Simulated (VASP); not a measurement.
Band structure of WC (wc). Calculation: r2SCAN+rVV10, VASP's PBE PAW potentials (set 64) (plane waves; VASP 6.6.1).

Unless said otherwise, spin-orbit coupling is left out, though it shifts the bands of the heavy elements here.

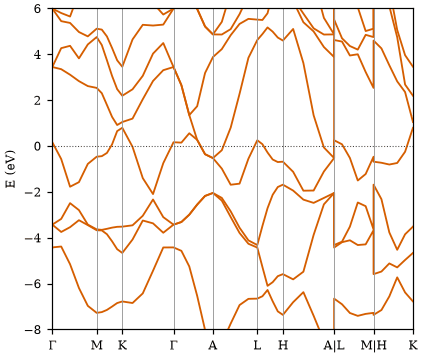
Fig. 1. Bands along high-symmetry lines, zero at the valence-band maximum or, without a gap, the Fermi level

Q: Read the plot: is there a gap, and where are the band edges?

A: It has no gap at this level: it comes out as a metal or semimetal.

The compound is WC in the wc structure. It was relaxed first.
